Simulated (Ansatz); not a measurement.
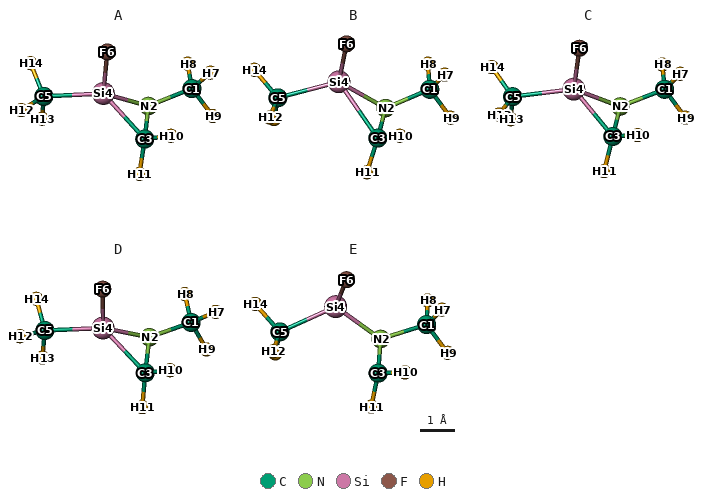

5 geometries from one relaxation of C$_{3}$H$_{8}$FNSi, in shuffled order. The picture is a ball-and-stick view, seen at a tilt.

The run prepares an end point of a later path (inversion) calculation, from a guessed geometry.

Theory: Ansatz, RHF/6-31G*. Settings: no spin polarisation; force threshold 0.015 eV/Å; at most 40 steps.

Order the frames from highest to lowest energy.

E, B, C, A, D. They are steps 0, 2, 4, 6, 14, at +3.837 eV, +1.480 eV, +0.315 eV, +0.045 eV relative to the last. The atom that moves furthest after the best rigid fit is Si4 (0.92 Å). By element the largest moves are Si 0.92 Å, H 0.76 Å, F 0.53 Å, C 0.19 Å, N 0.19 Å. Some distances before and after: C3–Si4 2.420 → 1.824 Å, N2–C3 1.440 → 1.496 Å, Si4–F6 1.649 → 1.597 Å, Si4–C5 1.808 → 1.860 Å. New bonds form: C3–Si4 (2.42 → 1.82 Å). Bond angles that change, for instance: C3–N2–Si4 101.6° → 70.4°, C1–N2–Si4 128.2° → 151.7°, N2–Si4–F6 108.1° → 119.9°. The energy falls by 3.837 eV in 13 accepted moves (14 points after the start). The largest force component goes from 3.5 to 0.014 eV/Å. The line search rejected the trial step at point 7 of the run. The run took 58 s on 2 threads of Arm Neoverse N1, on a shared host, peak memory 0.24 GiB.
